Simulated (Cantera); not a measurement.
Feed: 1 mol V2O3, 0.62 mol H2, 0.86 mol N2, held at 0.00700 bar.

These are equilibrium values from Cantera (NASA tables, ideal gas, pure condensed phases), not measurements of a reactor. Candidate condensed phases: H2O, V, VN, VO, V2O3, V2O4, V2O5; 28 gas species. Mutual solubility and eutectic melting of coexisting phases are not modelled. VN, VO: taken at fixed stoichiometry. Condensed phases not in the tables: the oxides between V2O3 and V2O5 other than VO2, solid solutions among these carbides, nitrides and lower oxides, V2N. Rates play no part.

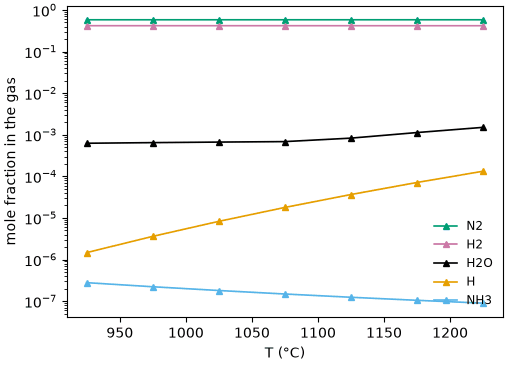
*Equilibrium gas composition (values under 1e-9 drawn at 1e-9)*

Q: Read off the mole fractions at 1175 °C.

A: N2 about 0.58, H2 about 0.42, H2O about 0.0011, H about 7.1e-5, NH3 about 1.0e-7.
